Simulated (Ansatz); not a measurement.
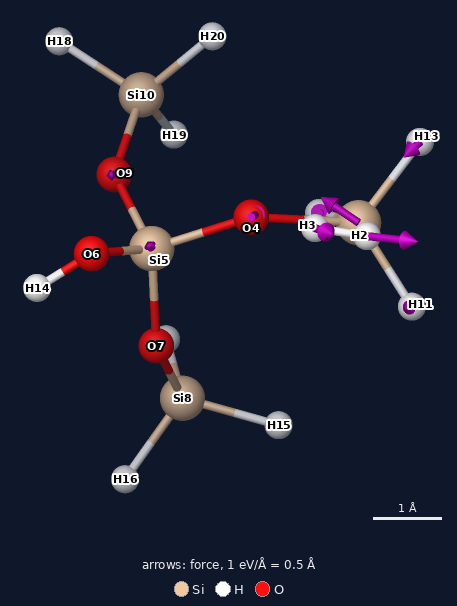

Starting geometry of Si$_{4}$H$_{12}$O$_{4}$ (started from a transition state, displaced along its imaginary mode) with the computed forces as purple arrows. Style: ball-and-stick. Shown at a tilt.

The calculation used RKS PBE0-D4/def2-TZVP in Ansatz 0.2.0.

Input file:
```yaml
crystal:
  periodic: [false, false, false]
  atoms:
    - {symbol: Si, position_ang: [0.022342, -1.319497, 1.763123]}
    - {symbol: H, position_ang: [1.778408, -1.339469, 2.423613]}
    - {symbol: H, position_ang: [1.891928, -1.056285, 1.698377]}
    - {symbol: O, position_ang: [1.168853, -0.657992, 0.578561]}
    - {symbol: Si, position_ang: [1.056281, 0.508990, -0.541940]}
    - {symbol: O, position_ang: [2.577129, 0.921682, -0.919643]}
    - {symbol: O, position_ang: [0.258522, 1.782554, 0.052834]}
    - {symbol: Si, position_ang: [-1.225727, 2.367600, 0.422225]}
    - {symbol: O, position_ang: [0.258782, -0.098604, -1.808595]}
    - {symbol: Si, position_ang: [-0.786737, -1.252154, -2.317751]}
    - {symbol: H, position_ang: [-0.342130, -0.618577, 3.018797]}
    - {symbol: H, position_ang: [-1.113898, -1.059882, 0.870652]}
    - {symbol: H, position_ang: [-0.000914, -2.822056, 1.964979]}
    - {symbol: H, position_ang: [2.737813, 1.763317, -1.348718]}
    - {symbol: H, position_ang: [-1.575111, 2.008527, 1.821024]}
    - {symbol: H, position_ang: [-1.172270, 3.841676, 0.280264]}
    - {symbol: H, position_ang: [-2.241198, 1.808510, -0.504553]}
    - {symbol: H, position_ang: [-0.677748, -1.323492, -3.794320]}
    - {symbol: H, position_ang: [-2.176193, -0.885544, -1.935886]}
    - {symbol: H, position_ang: [-0.438132, -2.569201, -1.722840]}
basis:
  gaussian: {orbitals: def2-TZVP}
hamiltonian: {xc: pbe0, dispersion: d4}
relax: {f_tol: 0.005, max_steps: 200}
```

Launched with:
```bash
ansatz run in.yaml --threads 4 --pin off --events-out ev --progress --plain --max-ram 46080MiB --backend cuda --devices 0, --max-vram 37GiB
```

> Is this structure relaxed? If not, where do the atoms go?

It isn't relaxed: the largest force vector, on H2, is 1.84 eV/Å. The final displacements have little in common with the starting forces (cosine between the two patterns 0.15). The atom that moves furthest after the best rigid fit is H19 (2.50 Å). By element the largest moves are H 2.50 Å, O 1.26 Å, Si 0.69 Å. Among the contacts that change: H3–O4 1.391 → 3.481 Å, Si1–H2 1.876 → 3.625 Å, Si1–H3 1.889 → 3.504 Å, Si1–O4 1.776 → 1.638 Å. Bond angles that change, for instance: O4–Si1–H12 91.6° → 107.7°, Si1–O4–Si5 133.2° → 147.8°, O4–Si1–H11 123.2° → 110.1°. Groups turn about Si1–O4 by about 135°, O9–Si10 by about 110°, O4–Si5 by about 95°. Over 121 accepted moves (132 points after the start) the energy falls by 40.8 kcal/mol. Largest force component: 1.6 eV/Å at the start, 0.0045 eV/Å at the end. The line search rejected the trial steps at points 8, 47, 56, 57, 63, 71, 75, 118 and more of the run. The forces were under the threshold at step 122, but the run went on from there.
